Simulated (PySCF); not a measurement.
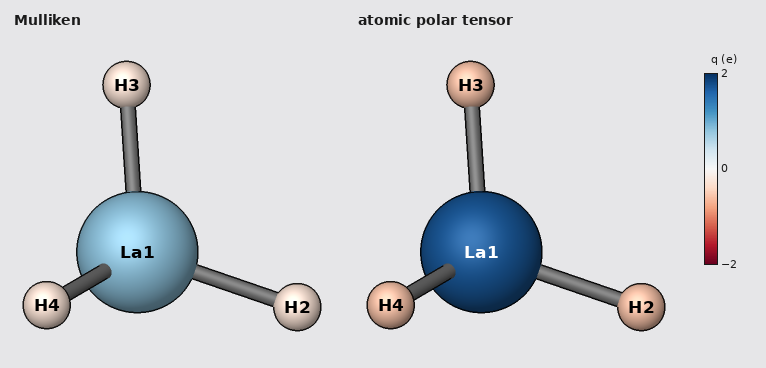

Atomic charges of one calculation by 2 schemes, on one colour scale. Charge 0, singlet. Computed geometry: PBE0/x2c-TZVP (spin-free X2C) optimisation. Level of theory: PBE0/x2c-TZVP (spin-free X2C) (PySCF 2.14.0).

Question. Which scheme gives the most polar picture (largest mean size of the charges)?

Answer. The atomic polar tensor charges are the largest in size here.

List the charges (e), one line for each set of equivalent atoms.

```
      atom  Mulliken  atomic polar tensor
       La1      0.82                 1.72
H2, H3, H4     −0.27                −0.57
```

The search tried a few shapes and spins; others may lie lower.
